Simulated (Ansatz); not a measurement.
**CH5FOSn (SMILES [CH3][SnH]([OH])[F]): r2SCAN0/def2-SVP (core potential)**

Aim: the vertical ionisation energy of CH5FOSn at r2SCAN0/def2-SVP (core potential), from 2 runs. 

The results are computed with Ansatz 0.2.0.

116 further runs of the same task are left out: 116 set aside as unsound or not needed.

## Step 1: The molecule

The species is CH5FOSn (9 atoms), meant as a singlet with charge 0. SMILES: `[CH3][SnH]([OH])[F]`. The coordinates come from a PBE0-D4/def2-TZVP relaxation. This is one conformer, not always the lowest.

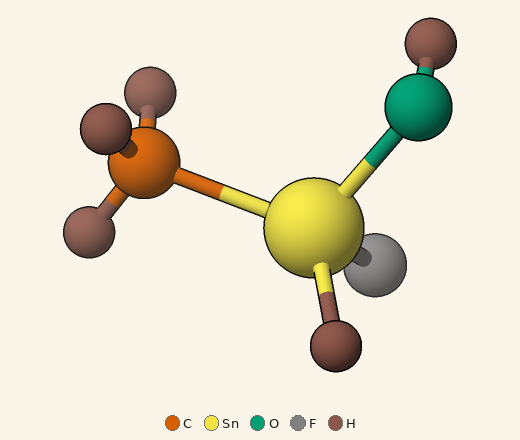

Viewed from a chosen angle; carbon orange, tin yellow, oxygen teal, fluorine grey, hydrogen brown.

## Step 2: The energy at r2SCAN0/def2-SVP (core potential)

File input.yaml:

```yaml
crystal:
  periodic: [false, false, false]
  atoms:
    - {symbol: C, position_ang: [-0.348000, 1.320900, -0.172600]}
    - {symbol: Sn, position_ang: [-0.271200, -0.757400, 0.237600]}
    - {symbol: O, position_ang: [1.527400, -1.346400, 0.725000]}
    - {symbol: F, position_ang: [-0.613200, -1.596000, -1.464600]}
    - {symbol: H, position_ang: [-1.361700, 1.603400, -0.455800]}
    - {symbol: H, position_ang: [-0.043600, 1.885400, 0.708500]}
    - {symbol: H, position_ang: [0.329800, 1.539100, -0.997600]}
    - {symbol: H, position_ang: [-1.308700, -1.477000, 1.371800]}
    - {symbol: H, position_ang: [2.177700, -1.218400, 0.030600]}
basis:
  gaussian: {orbitals: def2-SVP}
hamiltonian: {xc: {name: r2SCAN0}}
accuracy: high
output: {orbitals: {seedname: orbitals}}
```

Started as:

```
ansatz run input.yaml --threads 1 --pin off --max-ram 3480MiB --events-out events.jsonl --progress --plain --runs-dir runs
```

The log of the run:

```text
Warning: RAYON_NUM_THREADS=1 ignored (pool sized by the plan → 1); use --threads N
Functional definition: r2SCAN0
  name "r2SCAN0"
  parameter a = 0.25
  parameter k0 = 0.174
  parameter k1 = 0.065
  parameter a1 = 4.9479
  exchange = (1 - a)*r2scan_x(k0 = k0, k1 = k1, a1 = a1) + a*exact_x
  correlation = r2scan_c
2210 factors; integrals over basis functions are off by at most 3.4e-9 eV
mean field evaluation 1: about -11699.0311 eV, gradient 6.7e1 eV
mean field evaluation 2: about -11690.0714 eV, gradient 9.5e1 eV
mean field evaluation 4: about -11707.6298 eV, gradient 3.8e0 eV
mean field evaluation 8: about -11707.8224 eV, gradient 2.2e-1 eV
mean field evaluation 16: about -11707.8225 eV, gradient 2.9e-5 eV
mean field -11707.82253200 eV, -430.2545422038 hartree, gradient 3.0e-8 eV, S^2 0.000000; 0 other end points of the search recorded, 0 dependent functions left out
reference -11707.82253277 eV, -430.2545422320 hartree; 25, 25 occupied and 68, 68 virtual orbitals, 2210 factors
Total energy: -11707.82253277 eV, -430.2545422320 hartree
```

Run time: 19 s. Hardware: 1 thread of Arm Neoverse V1, shared host; peak memory 0.41 GiB.

## Step 3: The doublet cation, same level

Edit input.yaml of step 2 so:

```diff
@@ -1 +1,4 @@
+basis:
+  gaussian:
+    orbitals: def2-SVP
 crystal:
@@ -12,6 +15,9 @@
     - {symbol: H, position_ang: [2.177700, -1.218400, 0.030600]}
-basis:
-  gaussian: {orbitals: def2-SVP}
-hamiltonian: {xc: {name: r2SCAN0}}
+hamiltonian:
+  xc: {name: r2SCAN0}
+total_charge: 1
+output: {orbitals: {seedname: orbitals}}
 accuracy: high
-output: {orbitals: {seedname: orbitals}}
+magnetization:
+  spin_polarized: true
+  initial_magnetization: 1
```

Started as:

```
ansatz run input.yaml --threads 1 --pin off --max-ram 3480MiB --events-out events.jsonl --progress --plain --runs-dir runs
```

The log of the run, shortened:

```text
Warning: RAYON_NUM_THREADS=1 ignored (pool sized by the plan → 1); use --threads N
[... 8 set-up lines as earlier in the session ...]
2211 factors; integrals over basis functions are off by at most 3.4e-9 eV
mean field evaluation 1: about -11677.5344 eV, gradient 6.8e1 eV
mean field evaluation 2: about -11596.8176 eV, gradient 1.4e2 eV
mean field evaluation 4: about -11694.9858 eV, gradient 2.1e1 eV
mean field evaluation 8: about -11697.0356 eV, gradient 9.2e-1 eV
mean field evaluation 16: about -11697.2120 eV, gradient 5.0e-2 eV
mean field evaluation 32: about -11697.2121 eV, gradient 5.0e-5 eV
mean field -11697.21214861 eV, -429.8646178062 hartree, gradient 1.6e-8 eV, S^2 0.770670; 4 other end points of the search recorded, 0 dependent functions left out
reference -11697.21215090 eV, -429.8646178905 hartree; 25, 24 occupied and 68, 69 virtual orbitals, 2211 factors
Total energy: -11697.21215090 eV, -429.8646178905 hartree
```

Run time: 59 s. Hardware: 1 thread of Arm Neoverse V1, shared host; peak memory 0.66 GiB.

## Step 4: What came out

Level: r2SCAN0/def2-SVP (core potential).

| quantity | value |
| --- | --- |
| singlet CH5FOSn: total energy | -430.25454 Eh |
| singlet CH5FOSn: HOMO energy | -8.56 eV |
| singlet CH5FOSn: LUMO energy | 0.19 eV |
| singlet CH5FOSn: HOMO–LUMO gap | 8.75 eV |
| doublet cation: total energy | -429.86462 Eh |
| doublet cation: HOMO energy (highest over α and β) | -15.01 eV |
| doublet cation: LUMO energy (lowest over α and β) | -12.60 eV |
| doublet cation: ⟨S²⟩ | 0.771 |
| vertical ionisation energy (to the doublet cation) | 10.610 eV |

What this shows: Removing an electron at fixed nuclei costs 10.61 eV (245 kcal/mol). −ε(HOMO) before ionisation, 8.56 eV, is 2.05 eV below this ionisation energy.
